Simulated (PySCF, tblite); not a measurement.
**SiH₂F₂: dynamics, then NMR shifts and electronic excitations on frames**

Aim: move SiH₂F₂ (`F[SiH2]F`) away from its starting geometry and see how NMR shifts and electronic excitations follow the geometry.

Computed with tblite 0.8.0 and PySCF 2.14.0, with density-fitted response routines of our own, on a single molecule in the gas phase. Atoms count from 0, in the outputs and in this text.

## 1. Starting geometry

5 atoms, charge 0, multiplicity 1; geometry from: GFN2-xTB.

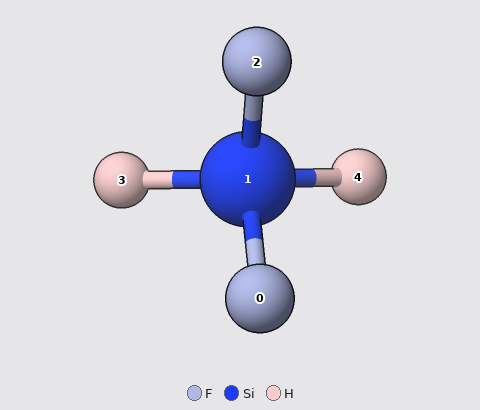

As it starts; fluorine light blue, silicon blue, hydrogen pink, atoms numbered.

## 2. Thermal motion with GFN2-xTB

What the job is given:

```
{"job": {"kind": "md", "xc": "GFN2-xTB", "basis": "xTB", "temperature": 300, "steps": 2000, "every": 50, "frames": 5}, "charge": 0, "multiplicity": 1}
F     -1.203869    -0.931502    -0.102408
Si    -0.003440     0.111083     0.011236
F      1.287351    -0.812310    -0.136307
H     -0.010872     0.653555     1.348037
H     -0.060548     0.982027    -1.137743
```

With the program's defaults for keys left out, this is: GFN2-xTB Langevin dynamics, gas phase.

Started as:

```console
> OMP_NUM_THREADS=1 python probes_run.py task.json out
```

The driver reads the jobs from task.json and runs them one after another.

Standard output:

```text
t/fs     T/K      E/eV
    0.0   116.4   -336.01177
   25.0   149.3   -335.94102
   50.0   249.7   -335.86372
   75.0   243.6   -335.90655
  100.0   362.5   -335.91633
  125.0   243.7   -335.87111
  150.0   226.0   -335.88113
  175.0   478.5   -335.98474
  200.0   448.5   -335.98508
  225.0   346.0   -335.95626
  250.0   197.0   -335.93102
  275.0   185.2   -335.91047
  300.0   158.4   -335.87250
  325.0   264.8   -335.88270
  350.0   243.0   -335.86726
  375.0   132.0   -335.83000
  400.0   250.6   -335.89359
  425.0   193.2   -335.81392
  450.0   325.7   -335.89138
  475.0   246.0   -335.87360
  500.0   138.4   -335.83466
  525.0   498.5   -335.93949
  550.0   522.7   -335.93038
  575.0   552.8   -335.90857
  600.0   644.6   -335.93499
  625.0   593.8   -335.94430
  650.0   334.1   -335.83531
  675.0   404.6   -335.82687
  700.0   348.7   -335.81021
  725.0   227.3   -335.89194
  750.0   250.6   -335.85486
  775.0   257.7   -335.85587
  800.0   262.0   -335.87114
  825.0   203.1   -335.87836
  850.0   187.9   -335.90295
  875.0   370.3   -335.93309
  900.0   351.4   -335.92811
  925.0   287.7   -335.86862
  950.0   258.9   -335.83963
  975.0   241.9   -335.87108
 1000.0   329.9   -335.93156
```

Wall time 5.1 s (1 thread of AMD EPYC 7R43, shared host); peak memory 0.18 GiB.

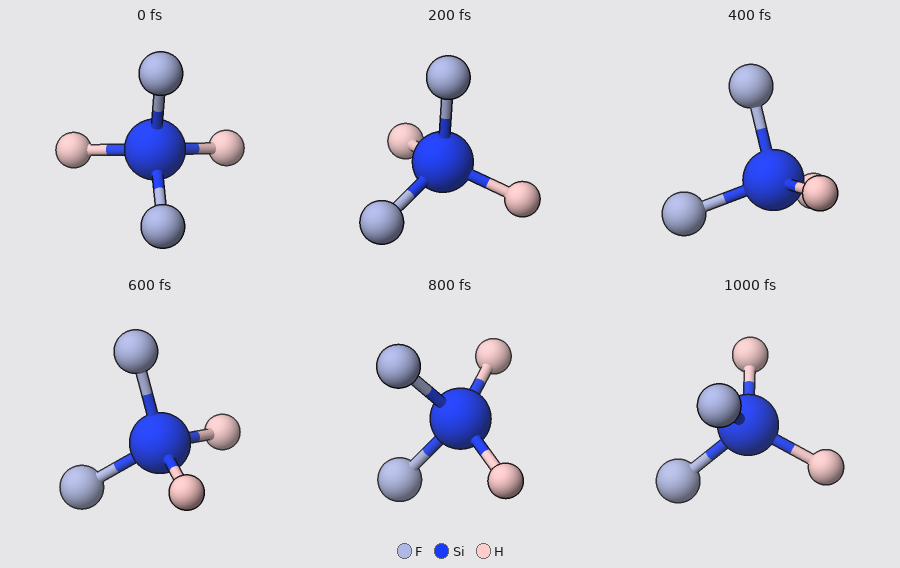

Frames of the run.

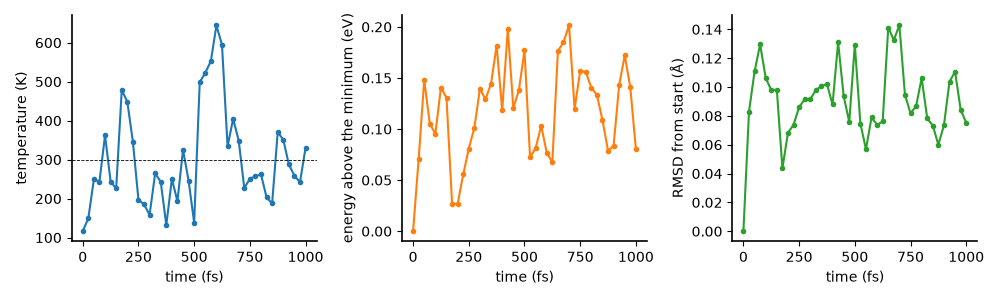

Temperature, potential energy and distance from the start.

Positions (Å) and forces (eV/Å) at 1000 fs:

```xyz
5

F    -1.368   -0.474   -0.359   -0.480    0.079    0.531
Si   -0.453   -0.978   -1.534   -0.053   -1.248   -0.578
F    -0.037   -2.487   -1.101   -0.248    0.943   -0.238
H     0.638   -0.092   -1.585    0.917    0.437    0.135
H    -1.177   -1.008   -2.788   -0.136   -0.210    0.151
```

## 3. Shielding tensors: 250 fs, PBE0/pcSseg-1

What the job is given:

```
{"job": {"kind": "nmr", "xc": "PBE0", "basis": "pcSseg-1", "pop": false}, "charge": 0, "multiplicity": 1}
F     -1.152400    -0.716000     0.642300
Si    -0.466500    -0.132800    -0.677900
F      0.984300    -0.714600    -0.317800
H     -0.331700     1.297700    -0.777800
H     -0.977500    -0.931300    -1.801300
```

Level: GIAO PBE0/pcSseg-1 NMR shielding, non-relativistic, gas phase.

Standard output:

```text
coarse grid: 5040 points
cycle   1  E = -490.0298221528  dE =  1.425e-01  |g| = 7.257e-01  |ddm| = 1.932e+00
cycle   2  E = -489.9253947333  dE =  1.044e-01  |g| = 1.128e+00  |ddm| = 1.139e+00
cycle   3  E = -490.1143464726  dE = -1.890e-01  |g| = 2.159e-02  |ddm| = 6.829e-01
cycle   4  E = -490.1144157429  dE = -6.927e-05  |g| = 9.480e-03  |ddm| = 3.019e-02
cycle   5  E = -490.1144275593  dE = -1.182e-05  |g| = 2.971e-03  |ddm| = 8.198e-03
cycle   6  E = -490.1144287144  dE = -1.155e-06  |g| = 7.774e-04  |ddm| = 1.883e-03
final grid: 45880 points
cycle   7  E = -490.1418055956  dE = -1.454e-05  |g| = 1.604e-03  |ddm| = 5.879e-03
cycle   8  E = -490.1418054111  dE =  1.845e-07  |g| = 1.871e-03  |ddm| = 1.582e-03
cycle   9  E = -490.1418058771  dE = -4.661e-07  |g| = 2.767e-04  |ddm| = 1.051e-03
cycle  10  E = -490.1418058869  dE = -9.781e-09  |g| = 3.135e-05  |ddm| = 1.412e-04
cycle  11  E = -490.1418058869  dE = -3.195e-11  |g| = 2.383e-05  |ddm| = 2.613e-05
converged SCF energy = -490.1418058869

GIAO shielding tensors (ppm)
atom      isotropic    diamagn.    paramagn.     s11        s22        s33       span
  0 F      327.561     470.001    -142.439    231.979    356.620    394.085    162.106
  1 Si     359.410     876.325    -516.916    321.893    360.875    395.461     73.568
  2 F      327.078     470.963    -143.885    228.180    346.507    406.548    178.368
  3 H       26.576      28.606      -2.030     23.455     24.000     32.275      8.820
  4 H       26.331      27.776      -1.445     23.351     23.729     31.912      8.562
```

Run time: 4 s. Hardware: 1 thread of AMD EPYC 7R43, shared host; peak memory 0.31 GiB.

Shifts follow as δ = σ(reference) − σ, with reference shieldings (ppm) from runs at the same level and on the same kind of geometry: 1H TMS 31.72, 29Si TMS 349.2, 19F CFCl3 170.9. The references are single molecules in the gas phase, so shifts against H2O, NH3, PH3, H3PO4 or CFCl3 are not on the usual liquid scales and can be off by tens of ppm. Each atom is listed at this fixed geometry, with no averaging over motion; a spectrum would average atoms that exchange fast.

| atoms | environment | σ (ppm) | δ (ppm) |
| --- | --- | --- | --- |
| H4 | hydrogen on a silicon bonded to 2 F | 26.33 | 5.39 |
| H3 | hydrogen on a silicon bonded to 2 F | 26.58 | 5.14 |
| F2 | fluorine bonded to Si | 327.1 | -156.1 |
| F0 | fluorine bonded to Si | 327.6 | -156.6 |
| Si1 | silicon bonded to 2 F, 2 H | 359.4 | -10.3 |

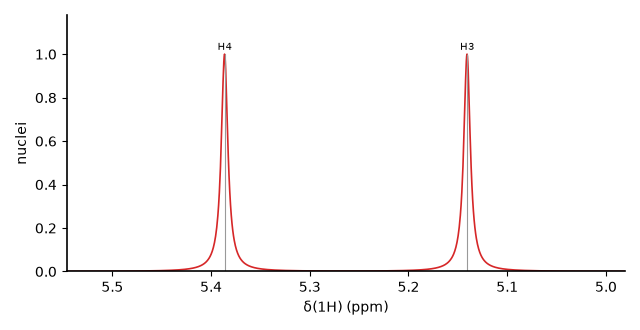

1H lines at the computed shifts, without couplings. Lines are broadened to a width of 0.01 ppm (Lorentzian).

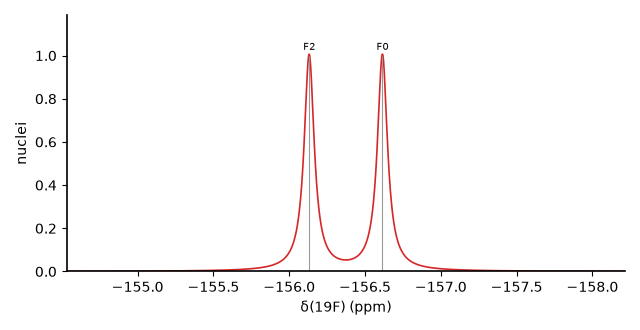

19F lines at the computed shifts, without couplings. Lines are broadened to a width of 0.08 ppm (Lorentzian).

Orbitals, density, ELF and potential are computed afterwards from the orbital file.

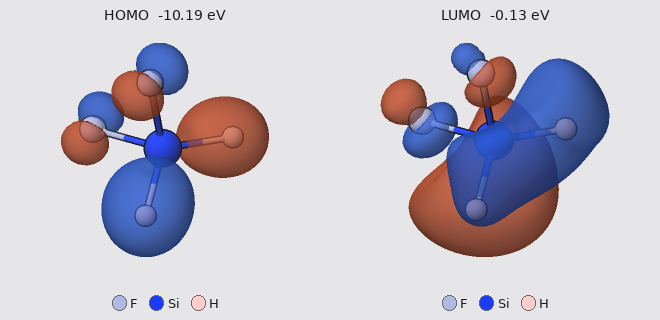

Frontier orbitals at PBE0/pcSseg-1; each surface holds 70 % of the orbital's density, blue and red mark the sign.

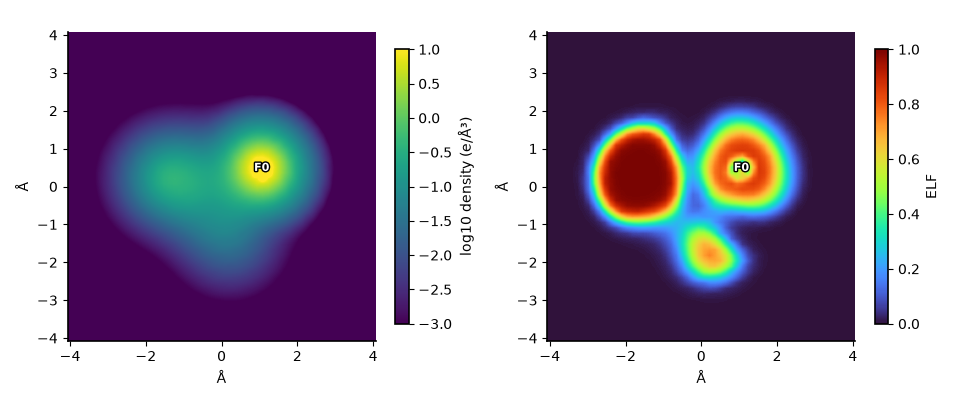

Density (left) and ELF (right) in a plane through or near 1 of the atoms.

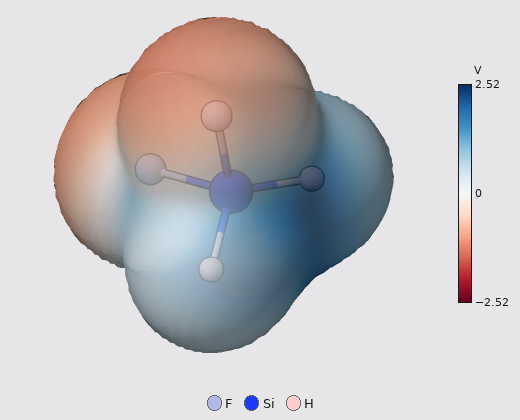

Electrostatic potential on the surface of density 0.002 e/bohr³; red is low, blue high. It runs from -1.15 V near F2 to 2.52 V near Si1.

## 4. Ultraviolet spectrum: 250 fs, PBE0/def2-SVPD

What the job is given:

```
{"job": {"kind": "uv", "xc": "PBE0", "basis": "def2-SVPD", "nstates": 5, "ntriplets": 0}, "charge": 0, "multiplicity": 1}
F     -1.152400    -0.716000     0.642300
Si    -0.466500    -0.132800    -0.677900
F      0.984300    -0.714600    -0.317800
H     -0.331700     1.297700    -0.777800
H     -0.977500    -0.931300    -1.801300
```

Level: TDDFT PBE0/def2-SVPD, vertical, gas phase, core orbitals frozen in the response.

Standard output:

```text
coarse grid: 5040 points
cycle   1  E = -489.7979722288  dE =  1.267e-01  |g| = 6.570e-01  |ddm| = 2.444e+00
cycle   2  E = -489.6890247101  dE =  1.089e-01  |g| = 1.060e+00  |ddm| = 1.417e+00
cycle   3  E = -489.8748203776  dE = -1.858e-01  |g| = 2.596e-02  |ddm| = 7.780e-01
cycle   4  E = -489.8749589683  dE = -1.386e-04  |g| = 7.863e-03  |ddm| = 6.231e-02
cycle   5  E = -489.8749728789  dE = -1.391e-05  |g| = 3.858e-04  |ddm| = 1.633e-02
cycle   6  E = -489.8749728942  dE = -1.531e-08  |g| = 4.244e-04  |ddm| = 1.227e-03
final grid: 45880 points
cycle   7  E = -489.9338106699  dE = -6.792e-06  |g| = 8.801e-04  |ddm| = 2.205e-02
cycle   8  E = -489.9338105628  dE =  1.071e-07  |g| = 1.225e-03  |ddm| = 1.663e-03
cycle   9  E = -489.9338108020  dE = -2.392e-07  |g| = 8.104e-05  |ddm| = 8.942e-04
cycle  10  E = -489.9338108031  dE = -1.041e-09  |g| = 1.670e-05  |ddm| = 1.006e-04
cycle  11  E = -489.9338108031  dE = -3.638e-11  |g| = 9.157e-06  |ddm| = 2.274e-05
converged SCF energy = -489.9338108031

Static polarisability (au): isotropic 25.709, principal 24.402 25.743 26.980

Singlet excitations
state   eV       nm        f      main configurations
  1   8.0724    153.6   0.00298   H->L 0.99
  2   9.0349    137.2   0.06930   H->L+1 0.96
  3   9.5470    129.9   0.01242   H-1->L 0.97
  4   9.8948    125.3   0.11310   H->L+2 0.97
  5  10.0180    123.8   0.01886   H-3->L 0.63, H-2->L 0.32
```

It took 4 s on 1 thread of AMD EPYC 7R43, shared host; peak memory 0.37 GiB.

The orbitals next to the gap, with their largest atomic shares:

| orbital | eV | atoms |
| --- | --- | --- |
| HOMO−3 | -12.18 | F2 48 %, F0 44 %, Si1 6 % |
| HOMO−2 | -12.03 | F0 31 %, F2 30 %, Si1 20 % |
| HOMO−1 | -11.56 | F2 57 %, F0 39 % |
| HOMO | -10.24 | Si1 31 %, H4 25 %, H3 17 % |
| LUMO | -0.50 | Si1 47 %, H3 17 %, F0 14 % |
| LUMO+1 | 0.24 | Si1 52 %, H3 19 %, H4 17 % |
| LUMO+2 | 0.95 | Si1 60 %, H3 17 %, H4 13 % |

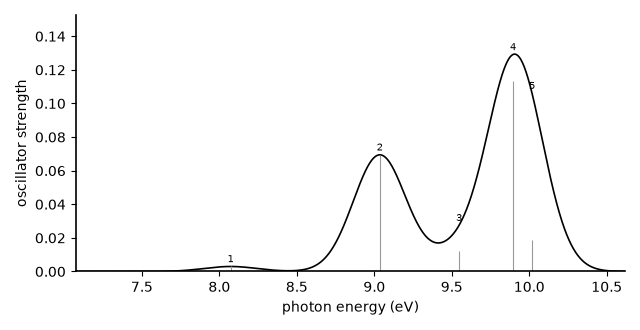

Absorption spectrum from the 5 singlet states computed; above the last one it falls off for lack of states. Lines are broadened to a width of 0.40 eV (Gaussian).

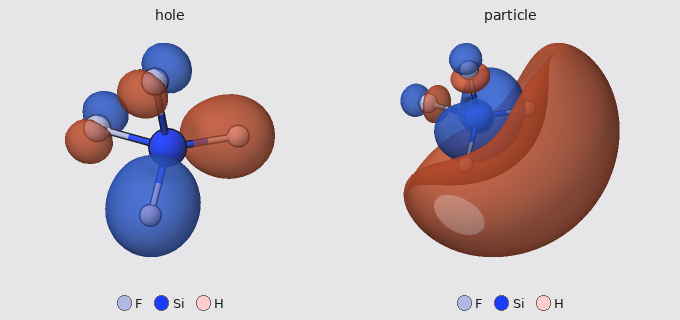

Leading natural transition orbitals of singlet state 4: the electron leaves the hole (left) for the particle orbital (right).

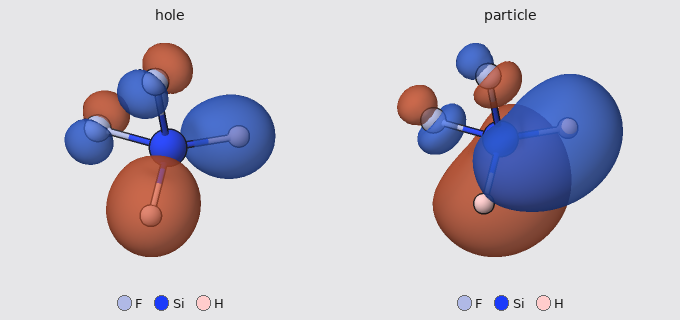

Leading natural transition orbitals of singlet state 1: the electron leaves the hole (left) for the particle orbital (right).

Further results of this job:

| property | computed |
| --- | --- |
| dipole moment (D) | 2.60 |
| polarisability (Å³) | 3.81 |
| HOMO–LUMO gap (eV) | 9.74 |
| −ε(HOMO) (eV) | 10.24 |

## 5. Shielding tensors: 425 fs, PBE0/pcSseg-1

What the job is given:

```
{"job": {"kind": "nmr", "xc": "PBE0", "basis": "pcSseg-1", "pop": false}, "charge": 0, "multiplicity": 1}
F     -1.120300    -0.661700     0.644200
Si    -0.593300    -0.672100    -0.900100
F      0.919200    -0.622600    -0.362800
H     -1.009600     0.549300    -1.600500
H     -1.074200    -1.909100    -1.381000
```

Method: GIAO PBE0/pcSseg-1 NMR shielding, non-relativistic, gas phase.

Standard output:

```text
coarse grid: 5040 points
cycle   1  E = -490.0180737717  dE =  1.331e-01  |g| = 7.385e-01  |ddm| = 1.924e+00
cycle   2  E = -489.8985636502  dE =  1.195e-01  |g| = 1.176e+00  |ddm| = 1.192e+00
cycle   3  E = -490.1071290960  dE = -2.086e-01  |g| = 2.221e-02  |ddm| = 7.247e-01
cycle   4  E = -490.1072054768  dE = -7.638e-05  |g| = 9.283e-03  |ddm| = 3.126e-02
cycle   5  E = -490.1072176848  dE = -1.221e-05  |g| = 1.264e-03  |ddm| = 8.066e-03
cycle   6  E = -490.1072178025  dE = -1.177e-07  |g| = 1.003e-03  |ddm| = 1.241e-03
final grid: 45880 points
cycle   7  E = -490.1342963861  dE = -1.101e-05  |g| = 1.944e-03  |ddm| = 5.333e-03
cycle   8  E = -490.1342959288  dE =  4.573e-07  |g| = 2.592e-03  |ddm| = 2.210e-03
cycle   9  E = -490.1342968523  dE = -9.235e-07  |g| = 2.027e-04  |ddm| = 1.385e-03
cycle  10  E = -490.1342968570  dE = -4.682e-09  |g| = 3.530e-05  |ddm| = 1.029e-04
cycle  11  E = -490.1342968570  dE = -5.855e-11  |g| = 2.776e-05  |ddm| = 3.126e-05
converged SCF energy = -490.1342968570

GIAO shielding tensors (ppm)
atom      isotropic    diamagn.    paramagn.     s11        s22        s33       span
  0 F      322.923     472.140    -149.217    212.852    340.614    415.303    202.451
  1 Si     352.293     876.619    -524.327    303.681    361.071    392.126     88.444
  2 F      325.105     470.971    -145.867    225.701    353.008    396.606    170.905
  3 H       26.272      28.202      -1.930     23.466     23.618     31.733      8.267
  4 H       26.857      28.489      -1.632     23.583     24.287     32.700      9.116
```

It took 1.7 s on 1 thread of AMD EPYC 7R43, shared host; peak memory 0.37 GiB.

In short: δ F0 -152.0, F2 -154.2, Si1 -3.1, H3 5.44, H4 4.86 ppm.

## 6. Ultraviolet spectrum: 425 fs, PBE0/def2-SVPD

What the job is given:

```
{"job": {"kind": "uv", "xc": "PBE0", "basis": "def2-SVPD", "nstates": 5, "ntriplets": 0}, "charge": 0, "multiplicity": 1}
F     -1.120300    -0.661700     0.644200
Si    -0.593300    -0.672100    -0.900100
F      0.919200    -0.622600    -0.362800
H     -1.009600     0.549300    -1.600500
H     -1.074200    -1.909100    -1.381000
```

Method: TDDFT PBE0/def2-SVPD, vertical, gas phase, core orbitals frozen in the response.

Standard output:

```text
coarse grid: 5040 points
cycle   1  E = -489.7868091595  dE =  1.166e-01  |g| = 6.696e-01  |ddm| = 2.355e+00
cycle   2  E = -489.6613669509  dE =  1.254e-01  |g| = 1.111e+00  |ddm| = 1.451e+00
cycle   3  E = -489.8680643913  dE = -2.067e-01  |g| = 2.730e-02  |ddm| = 8.140e-01
cycle   4  E = -489.8682110439  dE = -1.467e-04  |g| = 1.041e-02  |ddm| = 6.360e-02
cycle   5  E = -489.8682286608  dE = -1.762e-05  |g| = 4.927e-03  |ddm| = 1.643e-02
cycle   6  E = -489.8682325812  dE = -3.920e-06  |g| = 4.350e-04  |ddm| = 3.903e-03
final grid: 45880 points
cycle   7  E = -489.9270134537  dE = -4.951e-06  |g| = 6.663e-04  |ddm| = 1.947e-02
cycle   8  E = -489.9270134001  dE =  5.358e-08  |g| = 9.211e-04  |ddm| = 1.297e-03
cycle   9  E = -489.9270135353  dE = -1.352e-07  |g| = 6.746e-05  |ddm| = 6.583e-04
cycle  10  E = -489.9270135360  dE = -7.575e-10  |g| = 1.692e-05  |ddm| = 8.908e-05
converged SCF energy = -489.9270135360

Static polarisability (au): isotropic 25.725, principal 24.327 26.023 26.825

Singlet excitations
state   eV       nm        f      main configurations
  1   7.8438    158.1   0.00343   H->L 0.99
  2   8.8326    140.4   0.01231   H-1->L 0.97
  3   9.1698    135.2   0.02998   H->L+1 0.88, H-2->L 0.09
  4   9.4750    130.9   0.03530   H-2->L 0.88, H->L+1 0.09
  5   9.8045    126.5   0.03785   H-3->L 0.75, H-1->L+1 0.19
```

Run time: 2.2 s. Hardware: 1 thread of AMD EPYC 7R43, shared host; peak memory 0.37 GiB.

Key values: HOMO -10.35 eV, LUMO -0.84 eV; lowest singlet 7.84 eV.

## 7. NMR shieldings: 625 fs, PBE0/pcSseg-1

What the job is given:

```
{"job": {"kind": "nmr", "xc": "PBE0", "basis": "pcSseg-1", "pop": false}, "charge": 0, "multiplicity": 1}
F     -1.171800    -0.653600    -0.277300
Si    -0.464900    -1.182100    -1.610700
F      1.022400    -1.554800    -1.141600
H     -0.319600    -0.044100    -2.530000
H     -0.972100    -2.544800    -1.914500
```

With the program's defaults for keys left out, this is: GIAO PBE0/pcSseg-1 NMR shielding, non-relativistic, gas phase.

Standard output:

```text
coarse grid: 5040 points
cycle   1  E = -490.0365556395  dE =  1.193e-01  |g| = 7.183e-01  |ddm| = 1.930e+00
cycle   2  E = -489.9375775798  dE =  9.898e-02  |g| = 1.109e+00  |ddm| = 1.115e+00
cycle   3  E = -490.1187460512  dE = -1.812e-01  |g| = 2.203e-02  |ddm| = 6.671e-01
cycle   4  E = -490.1188203430  dE = -7.429e-05  |g| = 9.260e-03  |ddm| = 3.107e-02
cycle   5  E = -490.1188321842  dE = -1.184e-05  |g| = 2.744e-03  |ddm| = 8.288e-03
cycle   6  E = -490.1188331593  dE = -9.751e-07  |g| = 7.615e-04  |ddm| = 1.743e-03
final grid: 45880 points
cycle   7  E = -490.1462885000  dE = -1.430e-05  |g| = 1.737e-03  |ddm| = 5.724e-03
cycle   8  E = -490.1462882468  dE =  2.532e-07  |g| = 2.104e-03  |ddm| = 1.772e-03
cycle   9  E = -490.1462888439  dE = -5.971e-07  |g| = 2.663e-04  |ddm| = 1.149e-03
cycle  10  E = -490.1462888526  dE = -8.740e-09  |g| = 3.236e-05  |ddm| = 1.336e-04
cycle  11  E = -490.1462888527  dE = -3.763e-11  |g| = 2.570e-05  |ddm| = 2.787e-05
converged SCF energy = -490.1462888527

GIAO shielding tensors (ppm)
atom      isotropic    diamagn.    paramagn.     s11        s22        s33       span
  0 F      324.970     472.827    -147.857    232.273    359.540    383.097    150.824
  1 Si     363.953     877.184    -513.231    343.929    351.815    396.114     52.185
  2 F      319.938     471.994    -152.055    222.373    337.326    400.116    177.743
  3 H       26.197      28.105      -1.909     22.942     23.883     31.765      8.823
  4 H       25.964      26.747      -0.783     22.600     23.781     31.511      8.911
```

Run time: 1.8 s. Hardware: 1 thread of AMD EPYC 7R43, shared host; peak memory 0.37 GiB.

This run: δ F2 -149.0, F0 -154.0, Si1 -14.8, H4 5.75, H3 5.52 ppm.

## 8. Ultraviolet spectrum: 625 fs, PBE0/def2-SVPD

What the job is given:

```
{"job": {"kind": "uv", "xc": "PBE0", "basis": "def2-SVPD", "nstates": 5, "ntriplets": 0}, "charge": 0, "multiplicity": 1}
F     -1.171800    -0.653600    -0.277300
Si    -0.464900    -1.182100    -1.610700
F      1.022400    -1.554800    -1.141600
H     -0.319600    -0.044100    -2.530000
H     -0.972100    -2.544800    -1.914500
```

Method: TDDFT PBE0/def2-SVPD, vertical, gas phase, core orbitals frozen in the response.

Standard output:

```text
coarse grid: 5040 points
cycle   1  E = -489.8052227774  dE =  1.028e-01  |g| = 6.486e-01  |ddm| = 2.484e+00
cycle   2  E = -489.7030332705  dE =  1.022e-01  |g| = 1.036e+00  |ddm| = 1.385e+00
cycle   3  E = -489.8794224454  dE = -1.764e-01  |g| = 2.647e-02  |ddm| = 7.524e-01
cycle   4  E = -489.8795694842  dE = -1.470e-04  |g| = 7.761e-03  |ddm| = 6.299e-02
cycle   5  E = -489.8795831112  dE = -1.363e-05  |g| = 1.329e-03  |ddm| = 1.675e-02
cycle   6  E = -489.8795833057  dE = -1.945e-07  |g| = 8.230e-04  |ddm| = 1.722e-03
final grid: 45880 points
cycle   7  E = -489.9385055984  dE = -6.640e-06  |g| = 1.235e-03  |ddm| = 2.041e-02
cycle   8  E = -489.9385053155  dE =  2.829e-07  |g| = 1.829e-03  |ddm| = 2.301e-03
cycle   9  E = -489.9385058508  dE = -5.353e-07  |g| = 5.776e-05  |ddm| = 1.297e-03
cycle  10  E = -489.9385058514  dE = -5.388e-10  |g| = 1.612e-05  |ddm| = 8.593e-05
converged SCF energy = -489.9385058514

Static polarisability (au): isotropic 26.132, principal 24.985 25.390 28.022

Singlet excitations
state   eV       nm        f      main configurations
  1   8.3732    148.1   0.01969   H->L 0.76, H->L+1 0.23
  2   8.6815    142.8   0.07748   H->L+1 0.76, H->L 0.21
  3   9.8672    125.7   0.09471   H->L+2 0.98
  4  10.2188    121.3   0.04393   H-1->L 0.75, H-2->L 0.17
  5  10.3674    119.6   0.01274   H-2->L 0.65, H-1->L 0.13, H-2->L+1 0.10
```

Wall time 2.3 s (1 thread of AMD EPYC 7R43, shared host); peak memory 0.37 GiB.

In short: HOMO -10.11 eV, LUMO -0.22 eV; lowest singlet 8.37 eV.

(Part 1 of 2 ends here.)
